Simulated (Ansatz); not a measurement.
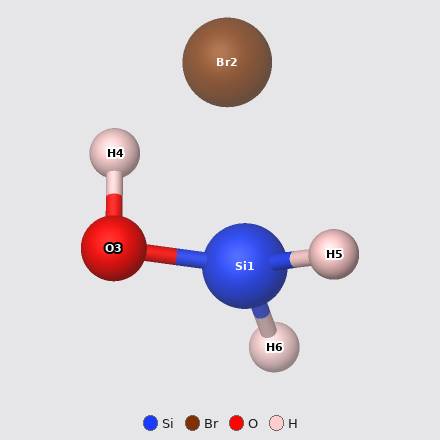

The system is the reacting system BrH₃OSi (fragments BrH₃OSi where the first distance is long, H₂OSi + BrH where the second is long); the picture shows the reference structure. 
- The first coordinate is: distance Br2–H4 (bond that forms); the second: distance Si1–Br2 (bond that breaks).
- Relaxed at each point: all other coordinates.
- The grid has 9 × 9 points.
- Points are written as (first, second).
- All energies are given in kcal/mol relative to a guessed transition structure relaxed with its forming and breaking bonds held.
- The reference is spin-restricted, so regions where a bond is pulled apart into radicals lie too high.
- The calculation used Ansatz, RKS r2SCAN-D4/def2-SVP.

Its coordinates:

```yaml
atoms:
  - { symbol: Si, position_ang: [-0.1997, 0.5696, 0.1943] }
  - { symbol: Br, position_ang: [1.4900, -1.5354, 0.2426] }
  - { symbol: O, position_ang: [-0.9915, -0.2572, -0.9560] }
  - { symbol: H, position_ang: [-0.1385, -1.1919, -0.8530] }
  - { symbol: H, position_ang: [0.6200, 1.7461, -0.1827] }
  - { symbol: H, position_ang: [-0.7804, 0.6687, 1.5548] }
```

Range: distance Br2–H4 (bond that forms) from 1.359 to 3.159 Å; distance Si1–Br2 (bond that breaks) from 2.079 to 3.579 Å.

Question: What landscape does the calculation give?

Answer: The lowest grid point is at (3.159 Å, 2.190 Å), −45 kcal/mol from a guessed transition structure relaxed with its forming and breaking bonds held. It lies on the edge of the grid, but the force there points inwards, so the minimum lies inside the range. The highest grid point, (1.359 Å, 2.079 Å), lies 92 kcal/mol above the lowest.

| second ↓, first → | 1.359 | 1.493 | 1.677 | 1.887 | 2.116 | 2.359 | 2.615 | 2.882 | 3.159 |
| --- | --- | --- | --- | --- | --- | --- | --- | --- | --- |
| 3.579 | 19 | 17 | 19 | 21 | 22 | 22 | 21 | 21 | 21 |
| 3.348 | 19 | 17 | 17 | 16 | 15 | 13 | 12 | 11 | 10 |
| 3.126 | 19 | 16 | 14 | 10 | 6 | 3 | 1 | −1 | −1 |
| 2.913 | 19 | 15 | 9 | 1 | −5 | −9 | −11 | −13 | −14 |
| 2.710 | 20 | 14 | 3 | −8 | −15 | −20 | −23 | −25 | −26 |
| 2.519 | 23 | 12 | −3 | −16 | −25 | −30 | −34 | −36 | −37 |
| 2.344 | 28 | 12 | −7 | −21 | −31 | −37 | −41 | −44 | −44 |
| 2.190 | 36 | 16 | −5 | −21 | −32 | −39 | −43 | −45 | −45 |
| 2.079 | 46 | 24 | 2 | −15 | −27 | −34 | −38 | −40 | −41 |

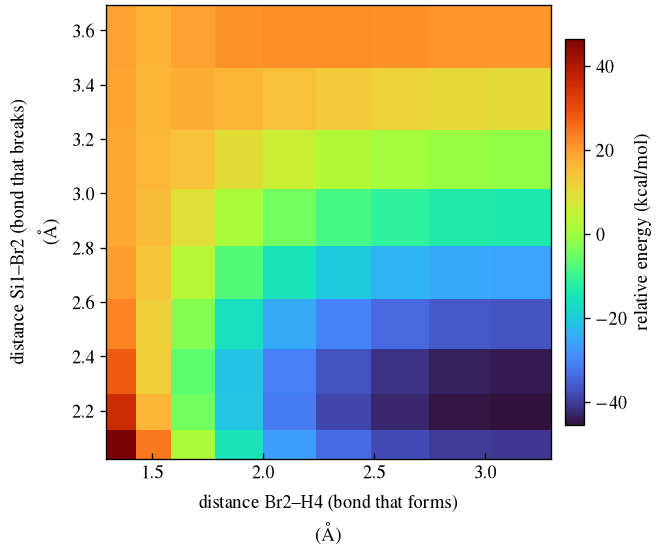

The picture shows one coloured cell a grid point.

Time for the 81 points that were run: 19 min on 1 thread of Arm Neoverse V1, on a shared host.
